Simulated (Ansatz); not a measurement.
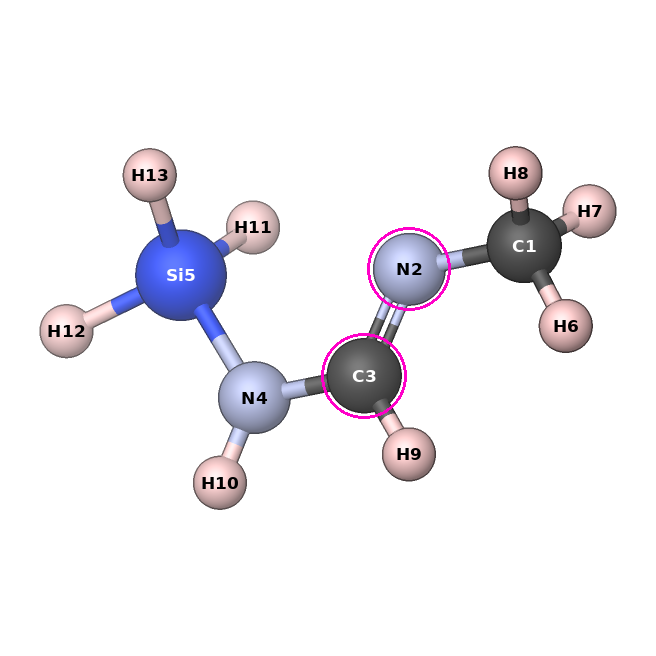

Atoms fade into the background with distance from the viewer. Circles mark the stereogenic atoms. Computed geometry: PBE-D4/def2-SVP optimisation. No frequency run is at hand to confirm it as a minimum.

Question: What are the Cahn–Ingold–Prelog descriptors?

Answer: N2=C3: E.

Question: Write the isomeric SMILES.

Answer: C/N=C/N[SiH3]
